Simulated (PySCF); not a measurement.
**Gd(NH2)3: how settings move a single point**

Which settings matter for Gd(NH2)3? Each run alters one on purpose. The species was built from a template and needn't be a known compound.

The runs use PySCF 2.14.0; PBE0, Gd lcecp-1-SVP with ECP53, N def2-SVP, H def2-SVP; scalar-relativistic core potentials, no spin–orbit coupling.

4 further runs of the same task are left out: 2 for a known fault of the program, 2 that didn't finish.

**1. The starting structure**

10 atoms, charge 0, spin multiplicity 1.

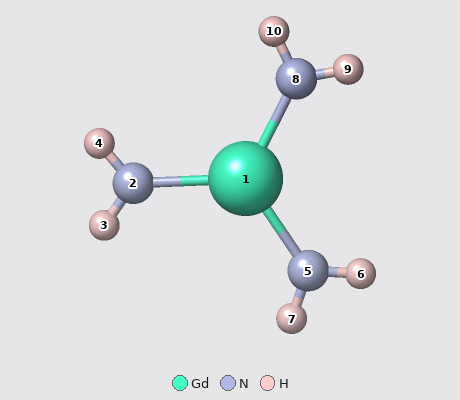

The structure; gadolinium teal, nitrogen light blue, hydrogen pink; atoms are numbered from 1 in the order of the file.

Geometry (Å):

```xyz
10

Gd    0.0166   -0.0077    0.1344
N     2.1922    0.0078   -0.1833
H     2.8070    0.8211   -0.2397
H     2.8010   -0.7972   -0.3377
N    -1.0877    1.8895    0.2445
H    -2.1001    2.0100    0.3002
H    -0.7092    2.8368    0.1968
N    -1.0943   -1.9000    0.0001
H    -2.1075   -2.0227    0.0325
H    -0.7180   -2.8377   -0.1479
```

Formal oxidation states: Gd +3. Each metal's 7 4f electrons lie in its core potential, so multiplicities, spins and levels count the valence alone. An earlier session relaxed this geometry at PBE0, Gd lcecp-1-SVP with ECP53, N def2-SVP, H def2-SVP (singlet, point group C3v).

The sound run used a (50, 194) grid (finer on f atoms), a threshold of 1e-8 and at most 55 cycles, and ended at -203.530364 Eh.

**2. Altered run 1**

File run.py (the lines that set the calculation):

```python
mol = gto.M(atom='''
Gd     0.01664    -0.00766     0.13444
N      2.19218     0.00785    -0.18332
H      2.80704     0.82111    -0.23969
H      2.80099    -0.79721    -0.33766
N     -1.08772     1.88947     0.24451
H     -2.10010     2.01002     0.30016
H     -0.70916     2.83679     0.19683
N     -1.09434    -1.90003     0.00007
H     -2.10751    -2.02265     0.03253
H     -0.71801    -2.83769    -0.14786''',
    basis={'Gd': 'lcecp-1-SVP', 'N': 'def2-SVP', 'H': 'def2-SVP'},
    ecp={'Gd': 'lcecp-1-SVP'},
    charge=0, spin=0)
mf = dft.RKS(mol, xc='PBE0')
mf.grids.atom_grid = (40, 110)  # f atoms: unpruned
mf = mf.density_fit()  # fitting sets: Gd AutoAux, N def2-universal-JKFIT, H def2-universal-JKFIT
mf.conv_tol = 1e-08; mf.max_cycle = 55
mf.kernel(dm0)  # dm0: free metal ions and neutral atoms
```

Command:

```console
OMP_NUM_THREADS=2 python run.py
```

Output:

```text
init E= -206.513172597608
  HOMO = -0.22869971815854  LUMO = -0.106775166229824  gap/eV = 3.31774
cycle= 1 E= -203.492151414362  delta_E= 3.02  |g|= 0.393  |ddm|= 3.13
  HOMO = -0.223486167614062  LUMO = -0.0161243921022471  gap/eV = 5.64260
cycle= 2 E= -203.501336925416  delta_E= -0.00919  |g|= 0.321  |ddm|= 0.751
  HOMO = -0.208198146802507  LUMO = -0.0390566110046766  gap/eV = 4.60258
cycle= 3 E= -203.527240289594  delta_E= -0.0259  |g|= 0.127  |ddm|= 0.445
  HOMO = -0.22167587907996  LUMO = -0.0416496030012947  gap/eV = 4.89876
cycle= 4 E= -203.530921256877  delta_E= -0.00368  |g|= 0.0158  |ddm|= 0.109
  HOMO = -0.220261933322862  LUMO = -0.0397660526734374  gap/eV = 4.91154
cycle= 5 E= -203.530991012047  delta_E= -6.98e-05  |g|= 0.00227  |ddm|= 0.0291
  HOMO = -0.220623251212619  LUMO = -0.0401687393460808  gap/eV = 4.91042
cycle= 6 E= -203.530992756625  delta_E= -1.74e-06  |g|= 0.000176  |ddm|= 0.00502
  HOMO = -0.220618661912022  LUMO = -0.0401632965670906  gap/eV = 4.91044
cycle= 7 E= -203.530992766437  delta_E= -9.81e-09  |g|= 0.00012  |ddm|= 0.000369
  HOMO = -0.220617917299817  LUMO = -0.0401636368483285  gap/eV = 4.91041
cycle= 8 E= -203.530992769563  delta_E= -3.13e-09  |g|= 3.98e-05  |ddm|= 0.000125
  HOMO = -0.220616584961514  LUMO = -0.0401658001670597  gap/eV = 4.91032
Extra cycle  E= -203.530992768905  delta_E= 6.58e-10  |g|= 6.72e-05  |ddm|= 9.16e-05
converged SCF energy = -203.530992768905
```

It took 3.8 s on 2 threads of Intel Xeon Platinum 8375C at 2.90GHz (Ice Lake), shared host.

Changed: the integration grid, to (40, 110). It converges in 8 cycles, -0.017 eV from the sound run, with a largest force component of 0.05 eV/Å. The setting is unsound, so these numbers aren't the compound's.

**3. Altered run 2**

File run.py (the lines that set the calculation):

```python
mol = gto.M(atom='''
Gd     0.01564    -0.00720     0.12637
N      2.06065     0.00738    -0.17232
H      2.63862     0.77185    -0.22531
H      2.63293    -0.74938    -0.31740
N     -1.02246     1.77610     0.22984
H     -1.97410     1.88942     0.28215
H     -0.66661     2.66658     0.18502
N     -1.02868    -1.78603     0.00006
H     -1.98106    -1.90129     0.03058
H     -0.67493    -2.66743    -0.13899''',
    basis={'Gd': 'lcecp-1-SVP', 'N': 'def2-SVP', 'H': 'def2-SVP'},
    ecp={'Gd': 'lcecp-1-SVP'},
    charge=0, spin=0)
mf = dft.RKS(mol, xc='PBE0')
mf.grids.atom_grid = (50, 194)  # f atoms: unpruned, at least (60, 302)
mf = mf.density_fit()  # fitting sets: Gd AutoAux, N def2-universal-JKFIT, H def2-universal-JKFIT
mf.conv_tol = 1e-08; mf.max_cycle = 55
mf.kernel(dm0)  # dm0: free metal ions and neutral atoms
```

Command:

```console
OMP_NUM_THREADS=2 python run.py
```

Output:

```text
init E= -206.911736940618
  HOMO = -0.250636137338699  LUMO = -0.102998685944117  gap/eV = 4.01742
cycle= 1 E= -203.451619887953  delta_E= 3.46  |g|= 0.386  |ddm|= 3.27
  HOMO = -0.205993436592836  LUMO = -0.00699945669262014  gap/eV = 5.41490
cycle= 2 E= -203.471245529387  delta_E= -0.0196  |g|= 0.258  |ddm|= 0.87
  HOMO = -0.221425449212559  LUMO = -0.0310275084701672  gap/eV = 5.18099
cycle= 3 E= -203.489702081497  delta_E= -0.0185  |g|= 0.0372  |ddm|= 0.447
  HOMO = -0.226874349083992  LUMO = -0.0300713367827381  gap/eV = 5.35528
cycle= 4 E= -203.489850101367  delta_E= -0.000148  |g|= 0.0312  |ddm|= 0.0641
  HOMO = -0.224038769508958  LUMO = -0.0298982665121681  gap/eV = 5.28283
cycle= 5 E= -203.490066610321  delta_E= -0.000217  |g|= 0.00212  |ddm|= 0.0259
  HOMO = -0.224421626078634  LUMO = -0.0301458021657801  gap/eV = 5.28651
cycle= 6 E= -203.490067757998  delta_E= -1.15e-06  |g|= 0.00017  |ddm|= 0.00384
  HOMO = -0.224422666145591  LUMO = -0.0301504875011265  gap/eV = 5.28642
cycle= 7 E= -203.490067767188  delta_E= -9.19e-09  |g|= 0.000101  |ddm|= 0.000367
  HOMO = -0.224422246397497  LUMO = -0.0301496514679016  gap/eV = 5.28643
cycle= 8 E= -203.490067769413  delta_E= -2.22e-09  |g|= 3.62e-05  |ddm|= 0.000118
  HOMO = -0.224422438364357  LUMO = -0.0301500758381614  gap/eV = 5.28642
Extra cycle  E= -203.490067768928  delta_E= 4.84e-10  |g|= 5.92e-05  |ddm|= 8.03e-05
converged SCF energy = -203.490067768928
```

Run time: 5.3 s. Hardware: 2 threads of Intel Xeon Platinum 8375C at 2.90GHz (Ice Lake), shared host.

Changed: the scale of all coordinates (0.94). It converges in 8 cycles, +1.097 eV from the sound run, with a largest force component of 3.34 eV/Å. The setting is unsound, so these numbers aren't the compound's.

**4. Altered run 3**

File run.py (the lines that set the calculation):

```python
mol = gto.M(atom='''
Gd     0.01664    -0.00766     0.13444
N      2.19218     0.00785    -0.18332
H      2.80704     0.82111    -0.23969
H      2.80099    -0.79721    -0.33766
N     -1.08772     1.88947     0.24451
H     -2.10010     2.01002     0.30016
H     -0.70916     2.83679     0.19683
N     -1.09434    -1.90003     0.00007
H     -2.10751    -2.02265     0.03253
H     -0.71801    -2.83769    -0.14786''',
    basis={'Gd': 'lcecp-1-SVP', 'N': 'def2-SVP', 'H': 'def2-SVP'},
    ecp={'Gd': 'lcecp-1-SVP'},
    charge=0, spin=0)
mf = dft.RKS(mol, xc='PBE0')
mf.grids.atom_grid = (50, 194)  # f atoms: unpruned, at least (60, 302)
mf = mf.density_fit()  # fitting sets: Gd AutoAux, N def2-universal-JKFIT, H def2-universal-JKFIT
mf.conv_tol = 1e-05; mf.max_cycle = 55
mf.kernel(dm0)  # dm0: free metal ions and neutral atoms
```

Command:

```console
OMP_NUM_THREADS=2 python run.py
```

Output:

```text
init E= -206.512819662989
  HOMO = -0.228641723987154  LUMO = -0.106767375858762  gap/eV = 3.31637
cycle= 1 E= -203.491518134285  delta_E= 3.02  |g|= 0.393  |ddm|= 3.13
  HOMO = -0.223434801543679  LUMO = -0.0161325463594082  gap/eV = 5.64098
cycle= 2 E= -203.500711054064  delta_E= -0.00919  |g|= 0.321  |ddm|= 0.751
  HOMO = -0.208157438081845  LUMO = -0.0390794759107749  gap/eV = 4.60085
cycle= 3 E= -203.526608413193  delta_E= -0.0259  |g|= 0.127  |ddm|= 0.445
  HOMO = -0.221637276317652  LUMO = -0.0416684620764016  gap/eV = 4.89720
cycle= 4 E= -203.530292240372  delta_E= -0.00368  |g|= 0.0158  |ddm|= 0.109
  HOMO = -0.220222895678934  LUMO = -0.0397839723517421  gap/eV = 4.90999
cycle= 5 E= -203.530362038783  delta_E= -6.98e-05  |g|= 0.00227  |ddm|= 0.0291
  HOMO = -0.220584606309962  LUMO = -0.0401871580991582  gap/eV = 4.90886
cycle= 6 E= -203.530363786522  delta_E= -1.75e-06  |g|= 0.000174  |ddm|= 0.00502
  HOMO = -0.220569320748552  LUMO = -0.040177653424184  gap/eV = 4.90871
Extra cycle  E= -203.530363795527  delta_E= -9.01e-09  |g|= 0.000128  |ddm|= 0.000366
converged SCF energy = -203.530363795527
```

Wall time 5.2 s (2 threads of Intel Xeon Platinum 8375C at 2.90GHz (Ice Lake), shared host).

Changed: the SCF threshold (1e-05). It converges in 6 cycles, at the sound run's energy within 0.001 eV, with a largest force component of 0.02 eV/Å. The result survives the change.

**5. Results**

| run | changed | ending | energy change (eV) | cycles | time | usable |
| --- | --- | --- | --- | --- | --- | --- |
| 1 | the integration grid | converged | -0.017 | 8 | 3.8 s | no |
| 2 | the scale of all coordinates | converged | +1.097 | 8 | 5.3 s | no |
| 3 | the SCF threshold | converged | 0.000 | 6 | 5.2 s | yes |

1 of 3 altered runs gives a usable result. 2 ended normally with numbers unfit to quote.
